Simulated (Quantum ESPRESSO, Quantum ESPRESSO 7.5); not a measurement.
# Cu(111), 5 layers: parallel layout and speed

Which layout of ranks, pools and threads suits Cu(111), 5 layers? The physics should not care; the clock does.

Method: plane-wave DFT, PBE, GBRV ultrasoft pseudopotentials, in Quantum ESPRESSO 7.5.

### 1. Starting point

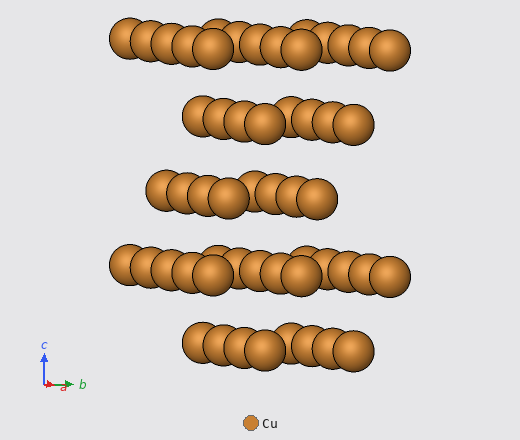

The starting structure, seen from the side, with the c axis up (copper orange). 4×2×1 cells are drawn. Some periodic images of atoms are drawn too.

The cell holds 5 atoms: 5 Cu. Its edges and angles: a = 2.553 Å, b = 2.553 Å, c = 24.337 Å, α = 90.0°, β = 90.0°, γ = 60.0°. It derives from Cu. Vacuum lies along c.

### 2. SCF with pw.x: 4 ranks, 4 pools, 1 thread a rank

The first run is the reference of the series.

Input file c0.in:

```
&control
  prefix = 'c0'
  outdir = './out'
  pseudo_dir = './pseudo'
  calculation = 'scf'
  tprnfor = .true.
/
&system
  ibrav = 0
  nat = 5
  ntyp = 1
  ecutwfc = 40
  ecutrho = 200
  occupations = 'smearing'
  smearing = 'mv'
  degauss = 0.02
  assume_isolated = 'esm'
  esm_bc = 'bc1'
/
&electrons
  conv_thr = 1e-07
  mixing_beta = 0.4
  electron_maxstep = 120
  mixing_mode = 'local-TF'
/
ATOMIC_SPECIES
  Cu  63.5460  cu_pbe_v1.2.uspp.F.UPF
CELL_PARAMETERS angstrom
  2.55265548008344 0.00000000000000 0.00000000000000
  1.27632774004172 2.21066449286182 0.00000000000000
  0.00000000000000 0.00000000000000 24.33693788709819
ATOMIC_POSITIONS crystal
  Cu  0.666666666700 0.666666666700 -0.171281570545
  Cu  0.000000000000 0.000000000000 -0.085640785272
  Cu  0.333333333300 0.333333333300 0.000000000000
  Cu  0.666666666700 0.666666666700 0.085640785272
  Cu  0.000000000000 0.000000000000 0.171281570545
K_POINTS automatic
  12 12 1 0 0 0
```

The run is started by

```
OMP_NUM_THREADS=1 mpirun -n 4 pw.x -nk 4 -in c0.in > c0.out
```

The log of the run:

```text
Program PWSCF v.7.5 starts
[citation notice left out]

     Parallel version (MPI & OpenMP), running on       4 processor cores
     Number of MPI processes:                 4
     Threads/MPI process:                     1

     MPI processes distributed on     1 nodes
[...]
Current dimensions of program PWSCF are:
     Max number of different atomic species (ntypx) = 10
     Max number of k-points (npk) =  40000
     Max angular momentum in pseudopotentials (lmaxx) =  4
     Message from routine setup:
     using ibrav=0 with symmetry is DISCOURAGED, use correct ibrav instead

     K-points division:     npool     =       4
     Subspace diagonalization in iterative solution of the eigenvalue problem:
     a serial algorithm will be used

     G-vector sticks info
     --------------------
     sticks:   dense  smooth     PW     G-vecs:    dense   smooth      PW
     Sum         313     253     85                44175    31685    6179

     Using Slab Decomposition

     bravais-lattice index     =            0
     lattice parameter (alat)  =       4.8238  a.u.
     unit-cell volume          =     926.7820 (a.u.)^3
     number of atoms/cell      =            5
     number of atomic types    =            1
     number of electrons       =        95.00
     number of Kohn-Sham states=           58
     kinetic-energy cutoff     =      40.0000  Ry
     charge density cutoff     =     200.0000  Ry
     scf convergence threshold =      1.0E-07
     mixing beta               =       0.4000
     number of iterations used =            8  local-TF  mixing
     Exchange-correlation= SLA  PW   PBE  PBE
                           (   1   4   3   4   0   0   0)

     Effective Screening Medium Method
     =================================
     Boundary Conditions: Vacuum-Slab-Vacuum
     total charge in unit cell        =   0.0000
     grid points for fit at edges     =        4

     celldm(1)=   4.823820  celldm(2)=   0.000000  celldm(3)=   0.000000
     celldm(4)=   0.000000  celldm(5)=   0.000000  celldm(6)=   0.000000

     crystal axes: (cart. coord. in units of alat)
               a(1) = (   1.000000   0.000000   0.000000 )
               a(2) = (   0.500000   0.866025   0.000000 )
               a(3) = (   0.000000   0.000000   9.533969 )

     reciprocal axes: (cart. coord. in units 2 pi/alat)
               b(1) = (  1.000000 -0.577350  0.000000 )
               b(2) = (  0.000000  1.154701  0.000000 )
               b(3) = (  0.000000  0.000000  0.104888 )

     PseudoPot. # 1 for Cu read from file:
     ./pseudo/cu_pbe_v1.2.uspp.F.UPF
     Pseudo is Ultrasoft + core correction, Zval = 19.0
     Generated by new atomic code, or converted to UPF format
     Using radial grid of  867 points,  6 beta functions with:
                l(1) =   0
                l(2) =   0
                l(3) =   1
                l(4) =   1
                l(5) =   2
                l(6) =   2
     Q(r) pseudized with  8 coefficients,  rinner =    1.150   1.150   1.150
                                                       1.150   1.150

     atomic species   valence    mass     pseudopotential
     Cu               19.00    63.54600     Cu( 1.00)

     12 Sym. Ops., with inversion, found ( 6 have fractional translation)

   Cartesian axes

     site n.     atom                  positions (alat units)
         1        Cu     tau(   1) = (   1.0000000   0.5773503  -1.6329932  )
         2        Cu     tau(   2) = (   0.0000000   0.0000000  -0.8164966  )
         3        Cu     tau(   3) = (   0.5000000   0.2886751   0.0000000  )
         4        Cu     tau(   4) = (   1.0000000   0.5773503   0.8164966  )
         5        Cu     tau(   5) = (   0.0000000   0.0000000   1.6329932  )

     number of k points=    19  Marzari-Vanderbilt smearing, width (Ry)=  0.0200
                       cart. coord. in units 2pi/alat
        k(    1) = (   0.0000000   0.0000000   0.0000000), wk =   0.0138889
        k(    2) = (   0.0000000   0.0962250   0.0000000), wk =   0.0833333
        k(    3) = (   0.0000000   0.1924501   0.0000000), wk =   0.0833333
        k(    4) = (   0.0000000   0.2886751   0.0000000), wk =   0.0833333
        k(    5) = (   0.0000000   0.3849002   0.0000000), wk =   0.0833333
        k(    6) = (   0.0000000   0.4811252   0.0000000), wk =   0.0833333
        k(    7) = (   0.0000000  -0.5773503   0.0000000), wk =   0.0416667
        k(    8) = (   0.0833333   0.1443376   0.0000000), wk =   0.0833333
        k(    9) = (   0.0833333   0.2405626   0.0000000), wk =   0.1666667
        k(   10) = (   0.0833333   0.3367877   0.0000000), wk =   0.1666667
[...]
k(   19) = (   0.3333333  -0.5773503   0.0000000), wk =   0.0277778

     Dense  grid:    44175 G-vectors     FFT dimensions: (  24,  24, 216)

     Smooth grid:    31685 G-vectors     FFT dimensions: (  24,  24, 192)

     Estimated max dynamical RAM per process >      88.30 MB

     Estimated total dynamical RAM >     320.84 MB

     Initial potential from superposition of free atoms

     starting charge      90.0000, renormalised to      95.0000

     negative rho (up, down):  1.698E-04 0.000E+00
     Starting wfcs are   65 randomized atomic wfcs

     total cpu time spent up to now is        3.1 secs

     per-process dynamical memory:    58.9 Mb

     Self-consistent Calculation

     iteration #  1     ecut=    40.00 Ry     beta= 0.40
     Davidson diagonalization with overlap
     c_bands:  4 eigenvalues not converged
     c_bands:  3 eigenvalues not converged
     c_bands:  5 eigenvalues not converged
     c_bands:  3 eigenvalues not converged
     ethr =  1.00E-02,  avg # of iterations = 10.8

     negative rho (up, down):  3.269E-02 0.000E+00

     total cpu time spent up to now is        8.1 secs

     total energy              =   -2015.11621704 Ry
     estimated scf accuracy    <      34.21840155 Ry

     iteration #  2     ecut=    40.00 Ry     beta= 0.40
[...]
negative rho (up, down):  2.523E-02 0.000E+00

[...]
total energy              =   -2018.11186967 Ry
     estimated scf accuracy    <       0.98886047 Ry

     iteration #  3     ecut=    40.00 Ry     beta= 0.40
[...]
negative rho (up, down):  1.918E-02 0.000E+00

[...]
total energy              =   -2018.74877012 Ry
     estimated scf accuracy    <       0.29973569 Ry

     iteration #  4     ecut=    40.00 Ry     beta= 0.40
[...]
c_bands:  3 eigenvalues not converged
[...]
total energy              =   -2018.84093770 Ry
     estimated scf accuracy    <       0.00026053 Ry

     iteration # 13     ecut=    40.00 Ry     beta= 0.40
[...]
negative rho (up, down):  2.443E-04 0.000E+00

[...]
total energy              =   -2018.84100233 Ry
     estimated scf accuracy    <       0.00007809 Ry

     iteration # 14     ecut=    40.00 Ry     beta= 0.40
[...]
negative rho (up, down):  1.097E-04 0.000E+00

[...]
total energy              =   -2018.84084349 Ry
     estimated scf accuracy    <       0.00001103 Ry

     iteration # 15     ecut=    40.00 Ry     beta= 0.40
[...]
negative rho (up, down):  9.217E-05 0.000E+00

[...]
total energy              =   -2018.84086451 Ry
     estimated scf accuracy    <       0.00005070 Ry

     iteration # 16     ecut=    40.00 Ry     beta= 0.40
[...]
negative rho (up, down):  8.259E-05 0.000E+00

[...]
total energy              =   -2018.84082768 Ry
     estimated scf accuracy    <       0.00001312 Ry

     iteration # 17     ecut=    40.00 Ry     beta= 0.40
[...]
negative rho (up, down):  7.573E-05 0.000E+00

[...]
total energy              =   -2018.84084811 Ry
     estimated scf accuracy    <       0.00000011 Ry

     iteration # 18     ecut=    40.00 Ry     beta= 0.40
[...]
negative rho (up, down):  8.276E-05 0.000E+00

[...]
total energy              =   -2018.84083335 Ry
     estimated scf accuracy    <       0.00000177 Ry

     iteration # 19     ecut=    40.00 Ry     beta= 0.40
[...]
negative rho (up, down):  8.129E-05 0.000E+00

[...]
total energy              =   -2018.84083798 Ry
     estimated scf accuracy    <       0.00000064 Ry

     iteration # 20     ecut=    40.00 Ry     beta= 0.40
[...]
negative rho (up, down):  8.168E-05 0.000E+00

[...]
total energy              =   -2018.84084619 Ry
     estimated scf accuracy    <       0.00000133 Ry

     iteration # 21     ecut=    40.00 Ry     beta= 0.40
[...]
negative rho (up, down):  8.149E-05 0.000E+00

[...]
total energy              =   -2018.84085070 Ry
     estimated scf accuracy    <       0.00000016 Ry

     iteration # 22     ecut=    40.00 Ry     beta= 0.40
[...]
negative rho (up, down):  8.158E-05 0.000E+00

[...]
End of self-consistent calculation

          k = 0.0000 0.0000 0.0000 (  3921 PWs)   bands (ev):

  -117.3124-117.3117-117.2714-117.0285-117.0285 -74.7327 -74.6995 -74.6619
   -74.6619 -74.6613 -74.6613 -74.6544 -74.6018 -74.6018 -74.3968 -74.3968
   -74.3968 -74.3968 -74.3810 -74.3809 -13.8883 -13.0168 -11.6722 -10.4120
    -9.8996  -7.8785  -7.8588  -7.7553  -7.7553  -7.6900  -7.6660  -7.6660
    -7.6624  -7.6624  -7.4214  -7.4214  -7.3982  -7.3982  -7.3302  -6.9105
    -6.9105  -6.8569  -6.8569  -6.6421  -6.6421  -6.4136  -6.4136  -6.3232
    -6.3232  -5.7711  -5.0945  -0.6428  -0.2228   0.1833   1.5125   1.7437
     3.9326   4.2229

          k = 0.0000 0.0962 0.0000 (  3935 PWs)   bands (ev):

  -117.3117-117.3111-117.2708-117.0279-117.0279 -74.7310 -74.6991 -74.6683
   -74.6675 -74.6634 -74.6628 -74.6534 -74.6071 -74.6031 -74.4024 -74.4024
   -74.3982 -74.3982 -74.3804 -74.3804 -13.6647 -12.7998 -11.4677 -10.2271
    -9.7485  -7.9817  -7.9421  -7.8146  -7.7296  -7.6998  -7.6821  -7.6714
    -7.6070  -7.5879  -7.4960  -7.4387  -7.4084  -7.3621  -7.3239  -6.9784
    -6.9649  -6.8380  -6.8269  -6.7025  -6.6422  -6.6334  -6.4144  -6.3385
    -6.3198  -5.3130  -4.5168  -0.4624  -0.0119   0.3632   1.7038   1.9434
     4.1424   4.4098

          k = 0.0000 0.1925 0.0000 (  3921 PWs)   bands (ev):

  -117.3098-117.3094-117.2692-117.0261-117.0261 -74.7264 -74.6982 -74.6842
   -74.6827 -74.6674 -74.6667 -74.6538 -74.6213 -74.6068 -74.4175 -74.4175
   -74.4021 -74.4021 -74.3789 -74.3788 -13.0108 -12.1720 -10.8937  -9.7325
    -9.3523  -8.2433  -8.1077  -8.0053  -7.9623  -7.7815  -7.6833  -7.5857
    -7.5307  -7.5280  -7.4389  -7.4097  -7.3725  -7.2563  -7.1565  -7.1209
    -7.0272  -6.9672  -6.8941  -6.8168  -6.6448  -6.5847  -6.4179  -6.3110
    -5.8867  -4.5058  -3.3603   0.0689   0.6207   0.9223   2.2928   2.5437
     4.7707   4.9749

          k = 0.0000 0.2887 0.0000 (  3952 PWs)   bands (ev):

  -117.3073-117.3070-117.2670-117.0238-117.0238 -74.7225 -74.7043 -74.7021
   -74.6970 -74.6729 -74.6720 -74.6560 -74.6395 -74.6119 -74.4382 -74.4382
   -74.4073 -74.4073 -74.3768 -74.3768 -11.9928 -11.2297 -10.1286  -9.2132
    -8.9320  -8.5556  -8.2849  -8.1676  -8.1027  -7.8813  -7.6812  -7.6366
    -7.5038  -7.4974  -7.3780  -7.3461  -7.2568  -7.1572  -7.0576  -7.0299
    -6.8551  -6.8388  -6.7593  -6.6875  -6.6234  -6.4223  -6.3519  -6.2989
    -5.2915  -3.5263  -1.9183   0.9358   1.6707   1.8999   3.2903   3.5328
     5.6112   5.8353

          k = 0.0000 0.3849 0.0000 (  3958 PWs)   bands (ev):

  -117.3048-117.3046-117.2647-117.0214-117.0214 -74.7325 -74.7247 -74.7067
   -74.6969 -74.6784 -74.6773 -74.6614 -74.6538 -74.6170 -74.4588 -74.4588
   -74.4126 -74.4126 -74.3747 -74.3747 -10.8005 -10.2515  -9.6015  -9.0874
    -8.8727  -8.7638  -8.4943  -8.2363  -7.9419  -7.8961  -7.6833  -7.5960
    -7.5729  -7.3056  -7.2923  -7.0730  -6.9843  -6.9450  -6.7412  -6.6684
    -6.6299  -6.5768  -6.5476  -6.4662  -6.4255  -6.3666  -6.2730  -5.9607
    -4.4384  -2.3659  -0.2786   1.8605   2.4744   3.1136   3.2632   3.6751
     4.6283   4.8928

          k = 0.0000 0.4811 0.0000 (  3962 PWs)   bands (ev):

  -117.3030-117.3029-117.2631-117.0197-117.0197 -74.7464 -74.7399 -74.7084
   -74.6924 -74.6824 -74.6811 -74.6701 -74.6589 -74.6207 -74.4738 -74.4738
   -74.4164 -74.4164 -74.3732 -74.3732  -9.9153  -9.6625  -9.4638  -9.1127
    -9.0166  -8.8769  -8.6860  -8.3127  -7.9258  -7.7762  -7.6453  -7.5506
    -7.5164  -7.3357  -6.9589  -6.9001  -6.6843  -6.5601  -6.4366  -6.4230
    -6.3921  -6.3635  -6.2721  -6.1506  -6.1412  -6.0705  -5.5542  -4.8910
    -3.3643  -1.7555  -0.0847   0.5933   1.3156   2.1756   3.4726   4.1607
     5.0444   5.1105

[...]
the Fermi energy is    -4.7757 ev

!    total energy              =   -2018.84085178 Ry
     estimated scf accuracy    <       0.00000002 Ry
     smearing contrib. (-TS)   =      -0.00011474 Ry
     internal energy E=F+TS    =   -2018.84073704 Ry

     The total energy is F=E-TS. E is the sum of the following terms:
     one-electron contribution =   35008.63765394 Ry
     hartree contribution      =  -17519.25900292 Ry
     xc contribution           =    -193.97416950 Ry
     ewald contribution        =  -19314.24521856 Ry

     convergence has been achieved in  22 iterations

     negative rho (up, down):  8.158E-05 0.000E+00

     Forces acting on atoms (cartesian axes, Ry/au):

     atom    1 type  1   force =     0.00000000    0.00000000   -0.00038779
     atom    2 type  1   force =     0.00000000   -0.00000000   -0.00025017
     atom    3 type  1   force =     0.00000000    0.00000000    0.00000000
     atom    4 type  1   force =     0.00000000    0.00000000    0.00025017
     atom    5 type  1   force =     0.00000000    0.00000000    0.00038779

     Total force =     0.000653     Total SCF correction =     0.000441
     SCF correction compared to forces is large: reduce conv_thr to get better values

[...]
=------------------------------------------------------------------------------=
   JOB DONE.
=------------------------------------------------------------------------------=
[...]
```

It took 99 s on 4 MPI ranks of Intel Xeon Platinum 8488C (Sapphire Rapids), shared host; peak memory 0.5 GiB; 6.6 min of CPU time.

This step gave:

| Property | Result |
| --- | --- |
| free energy | -27467.7291 eV |
| Fermi energy | -4.776 eV |
| vacuum line at the lower end of the cell, over the Fermi level | 4.776 eV |
| vacuum line at the upper end of the cell, over the Fermi level | 4.776 eV |

The potential energy, planar mean oscillates, so the rows of the table below give means over windows of 2.14 Å about each position, cut where the curve ends. Its maxima inside the range that stand out by 2 % of the span (Å: eV): -3.1: -0.0175, -1.0: 0.00185, 1.0: 0.00185, 3.1: -0.0175. Its minima: -4.2: -24.2, -2.1: -24.1, 0.0: -24.2, 2.1: -24.1, 4.2: -24.2.

Electrostatic potential energy of an electron; zero at the Fermi level. Table of potential energy, planar mean by z; means over each step:

```tsv
z (Å)	potential energy, planar mean (eV)
-11.10	4.78
-8.96	4.78
-6.82	4.65
-4.68	-8.24
-2.54	-9.96
-0.40	-9.88
1.74	-9.91
3.88	-9.70
6.02	3.74
8.16	4.77
10.30	4.78
```

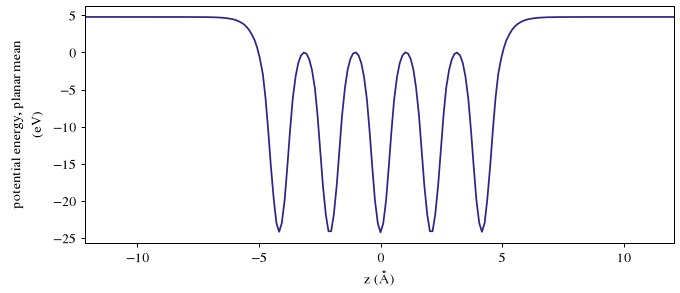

Potential energy, planar mean, plotted against z.

The program's own clock; routines nest. Time by routine:

```tsv
routine	wall time (s)	calls
PWSCF	98.22	1
electrons	94.76	1
c_bands	78.5	22
cegterg	63.88	111
h_psi	42.44	1022
vloc_psi	36.74	1022
fftw	34.68	53120
sum_band	8.18	22
mix_rho	5.97	22
cdiaghg	3.82	1017
calbec	3.73	1152
ffts	3.28	2628
init_run	2.98	1
h_psi:calbec	2.91	1022
```

The vacuum levels are read from the outermost 0.7 Å of the cell on either side.

The run needed 22 iterations to bring the estimated error under 1e-07 Ry; the largest force on any atom, held or free, is 0.01 eV/Å.

Inside the slab this potential holds the local part of the pseudopotentials, which can be repulsive at the nuclei; only its value in the vacuum has a meaning of its own.

### 3. Self-consistent run: 4 ranks, 2 pools, 1 thread a rank

c1.in is the input of step 2 with these lines changed:

```diff
@@ -1,3 +1,3 @@
 &control
-  prefix = 'c0'
+  prefix = 'c1'
   outdir = './out'
```

The run is started by

```
OMP_NUM_THREADS=1 mpirun -n 4 pw.x -nk 2 -in c1.in > c1.out
```

The log of the run:

```text
[banner, memory and clock lines left out]
Program PWSCF v.7.5 starts
[...]
Message from routine setup:
[...]
number of electrons       =        95.00
     number of Kohn-Sham states=           58
     kinetic-energy cutoff     =      40.0000  Ry
     charge density cutoff     =     200.0000  Ry
[...]
number of k points=    19  Marzari-Vanderbilt smearing, width (Ry)=  0.0200
[...]
Dense  grid:    44175 G-vectors     FFT dimensions: (  24,  24, 216)
[...]
negative rho (up, down):  1.698E-04 0.000E+00
     Starting wfcs are   65 randomized atomic wfcs
[...]
negative rho (up, down):  3.094E-02 0.000E+00
[...]
estimated scf accuracy    <      34.19858296 Ry
[...]
negative rho (up, down):  2.242E-02 0.000E+00
[...]
estimated scf accuracy    <       0.98864555 Ry
[...]
negative rho (up, down):  1.597E-02 0.000E+00
[...]
estimated scf accuracy    <       0.29847843 Ry
[...]
negative rho (up, down):  7.887E-03 0.000E+00
[...]
estimated scf accuracy    <       0.04132337 Ry
[...]
negative rho (up, down):  5.326E-03 0.000E+00
[...]
estimated scf accuracy    <       0.02965389 Ry
[...]
negative rho (up, down):  2.904E-03 0.000E+00
[...]
estimated scf accuracy    <       0.00061249 Ry
[...]
negative rho (up, down):  2.438E-03 0.000E+00
[...]
estimated scf accuracy    <       0.00162816 Ry
[...]
negative rho (up, down):  9.515E-04 0.000E+00
[...]
estimated scf accuracy    <       0.00080257 Ry
[...]
negative rho (up, down):  8.899E-04 0.000E+00
[...]
estimated scf accuracy    <       0.00001001 Ry
[...]
negative rho (up, down):  7.724E-04 0.000E+00
[...]
estimated scf accuracy    <       0.00010223 Ry
[...]
negative rho (up, down):  4.084E-04 0.000E+00
[...]
estimated scf accuracy    <       0.00004002 Ry
[...]
negative rho (up, down):  1.997E-04 0.000E+00
[...]
estimated scf accuracy    <       0.00023263 Ry
[...]
negative rho (up, down):  1.486E-04 0.000E+00
[...]
estimated scf accuracy    <       0.00009821 Ry
[...]
negative rho (up, down):  1.114E-04 0.000E+00
[...]
estimated scf accuracy    <       0.00002875 Ry
[...]
negative rho (up, down):  8.189E-05 0.000E+00
[...]
estimated scf accuracy    <       0.00001160 Ry
[...]
negative rho (up, down):  7.688E-05 0.000E+00
[...]
estimated scf accuracy    <       0.00000852 Ry
[...]
negative rho (up, down):  8.154E-05 0.000E+00
[...]
the Fermi energy is    -4.7760 ev
!    total energy              =   -2018.84085151 Ry
     estimated scf accuracy    <       0.00000002 Ry
     smearing contrib. (-TS)   =      -0.00011451 Ry
     internal energy E=F+TS    =   -2018.84073699 Ry
[...]
one-electron contribution =   35008.63711863 Ry
     hartree contribution      =  -17519.25999342 Ry
     xc contribution           =    -193.97264365 Ry
     ewald contribution        =  -19314.24521856 Ry
     convergence has been achieved in  17 iterations
     negative rho (up, down):  8.154E-05 0.000E+00
[...]
Total force =     0.001597     Total SCF correction =     0.002180
[...]
```

Run time: 90 s. Hardware: 4 MPI ranks; peak memory 0.46 GiB; 6 min of CPU time.

The program's own clock; routines nest. Time by routine:

```tsv
routine	wall time (s)	calls
PWSCF	89.37	1
electrons	87.02	1
c_bands	76.38	17
cegterg	68.57	174
h_psi	45.57	1812
fftw	42.1	85916
vloc_psi	40.63	1812
sum_band	7.24	17
cdiaghg	7.13	1801
calbec	3.36	2022
h_psi:calbec	2.63	1812
mix_rho	2.28	17
add_vuspsi	2.09	1812
s_psi	2	1812
```

Counted from each run's own zero (the Fermi level), the vacuum level differs from the first run's by +0 meV.

(Part 1 of 3 ends here.)

[Logs are printed without paths, hosts, clocks, repeated set-up lines and the standing remarks that a program may print on its own settings, such as how far it seeks lower states.]

[Hosts, paths, dates, database ids (printed as entryN), source tags and the programs' standing remarks are cut or masked in the printed files.]

[Maps of the electrostatic potential energy from Ansatz leave out the sawtooth potential of an applied field or a dipole correction, so their vacuum need not be flat; planar profiles and work functions include it.]
